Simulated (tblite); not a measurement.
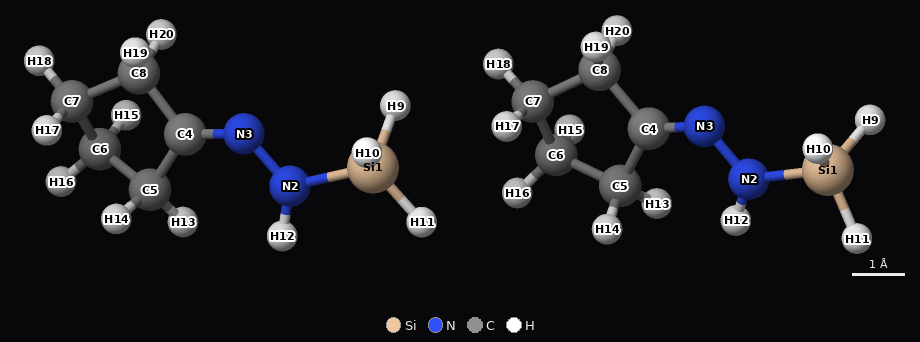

Two geometries of C$_{5}$H$_{12}$N$_{2}$Si, drawn at one scale. One is the start of a relaxation, the other its converged end. A ball-and-stick model, seen at a tilt.

Level of theory: GFN2-xTB geometry optimisation, gas phase (tblite). 

### Which one is relaxed?

The right one is the relaxed one. The largest move after the best rigid fit is that of H14, 0.65 Å. By element the largest moves are H 0.65 Å, C 0.25 Å, N 0.15 Å, Si 0.12 Å. Among the contacts that change: Si1–N2 1.816 → 1.730 Å, C4–C5 1.478 → 1.516 Å, N3–C4 1.298 → 1.264 Å, C7–H17 1.117 → 1.091 Å. Among the angles between lasting bonds that change: N3–N2–H12 127.2° → 116.6°, N2–Si1–H11 112.6° → 102.6°, N2–Si1–H9 103.4° → 111.5°. Groups turn about C5–C6 by about 20°. The energy falls by 58.2 kJ/mol in 104 geometry steps.
